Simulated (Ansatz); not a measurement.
Cl$_{4}$FHW···H$_{2}$O

The calculation's input:

```
crystal:
  periodic: [false, false, false]
  atoms:
    - { symbol: W, position_ang: [0.0, 0.0, 0.0] }
    - { symbol: O, position_ang: [0.0, 0.0, 2.29] }
    - { symbol: H, position_ang: [-0.9095, -0.2814, 2.6271] }
    - { symbol: F, position_ang: [1.85, 0.0, 0.0] }
    - { symbol: Cl, position_ang: [0.0, 2.39, 0.0] }
    - { symbol: Cl, position_ang: [-2.39, 0.0, 0.0] }
    - { symbol: Cl, position_ang: [0.0, -2.39, 0.0] }
    - { symbol: Cl, position_ang: [0.0, 0.0, -2.39] }
    - { symbol: H, position_ang: [-1.44, 1.2653, 0.637] }
    - { symbol: H, position_ang: [-1.0969, 0.9638, 1.625] }
basis:
  gaussian: { orbitals: def2-SVP }
hamiltonian:
  xc: hf
relax:
  f_tol: 0.15
  max_steps: 25
  restrain:
    - { distance: [0, 8], at: 1.72, k: 30.0 }
    - { distance: [9, 1], at: 1.01, k: 30.0 }
    - { distance: [0, 1], at: 3.14, k: 30.0 }
    - { distance: [9, 8], at: 1.86, k: 30.0 }
output:
  orbitals: {}
```

Run with:

```sh
ansatz run input.yaml --threads 4 --pin off --max-ram 5120MiB --backend cpu --events-out ev --progress --plain --runs-dir out
```

The fields are those of the run's last geometry, not of the input's.

Core potentials replace the inner electrons of W; not at a stationary point (largest force 1.7 eV/Å).

The calculation used RHF/def2-SVP (Ansatz 0.2.0).

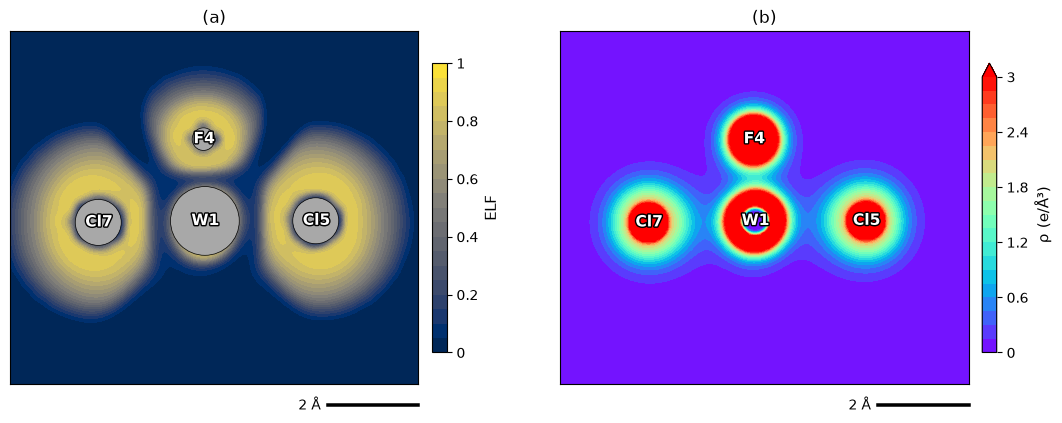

Figure 1. (a) electron localisation function; (b) electron density on the plane of atoms F4, W1 and Cl7. Grey discs cover the atomic cores in the ELF map.

Question: Interpret the plot.

Answer: The section cuts through W, F and Cl sites.
W–F (1.81 Å): the density is about 1.2 e/Å³ at the midpoint; the ELF peaks at about 0.85 in the valence shell of F, 0.5 Å from its nucleus, and drops to about 0.20 between the two atoms.
W–Cl (2.36 Å): ρ is about 0.6 e/Å³ halfway; the ELF peaks at about 0.85 in the valence shell of Cl, 0.8 Å from its nucleus, and is about 0.35 at the midpoint.
W–Cl (2.46 Å): the density is about 0.48 e/Å³ at the midpoint; the ELF peaks at about 0.85 in the valence shell of Cl, 0.9 Å from its nucleus, and is about 0.30 at the midpoint.

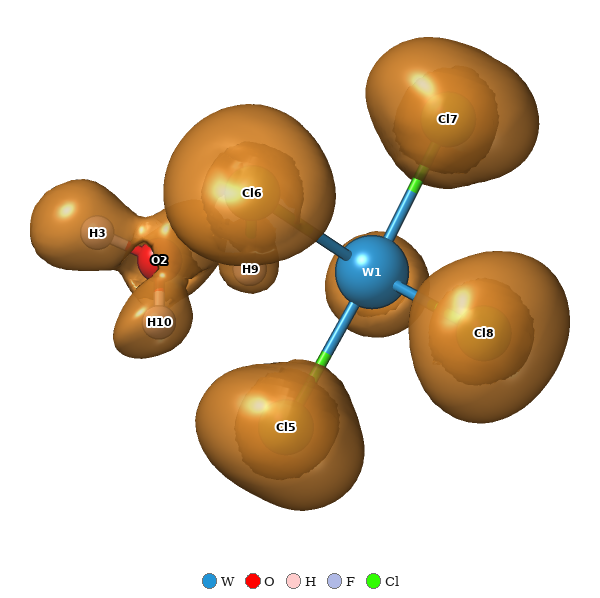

Figure 2. Isosurface of the ELF at 0.8 (orange), seen at an oblique angle. Only the valence region is drawn (cores and ρ < 0.01 e/Å³ removed).

Question: What do the ELF domains correspond to?

Answer: The surface consists of three regions wrapped around Cl (the valence shell of each), one region wrapped around F (its valence shell), one joined region spread over several atoms (Cl, H), in which their bonds and any lone pairs are merged and one joined region spread over several atoms (H, O), in which their bonds and any lone pairs are merged. Along the contacts the grid gives the following. O2···H9 (2.08 Å): the ELF dips to about 0.05 between them.

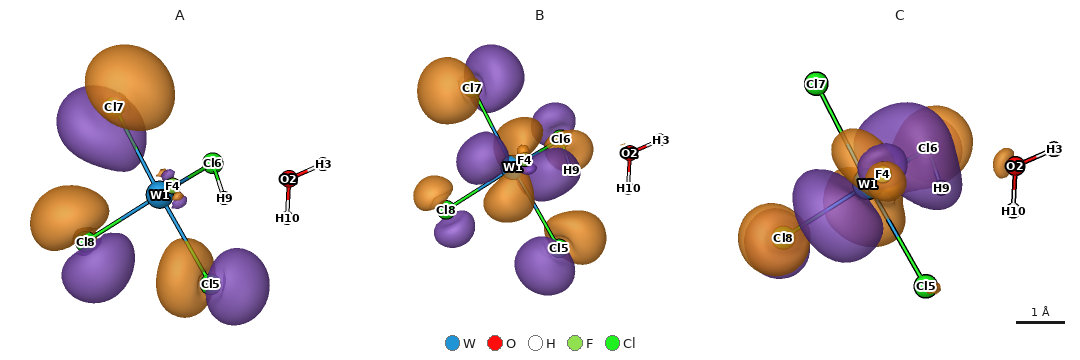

Figure 3. Three frontier orbitals at ±0.1 Å⁻³ᐟ² (orange and purple are the two phases), in no order.

Question: Which picture is the HOMO−1, the HOMO and the LUMO?

Answer: A is the HOMO−1 (−11.98 eV). Its weight (Hirshfeld) is mainly on Cl7 (about 45 %), Cl8 (about 30 %) and Cl5 (about 20 %); largely a combination of lone pairs on Cl7, Cl8 and Cl5. B is the HOMO (−10.32 eV). It lies mainly on W1 (about 45 %), Cl7 (about 25 %), Cl5 (about 15 %) and Cl6 (about 5 %). C is the LUMO (−0.36 eV). It lies mainly on W1 (about 65 %), Cl6 (about 10 %) and Cl8 (about 10 %).

Question: What is the HOMO–LUMO gap?

Answer: 9.96 eV between the orbital energies.
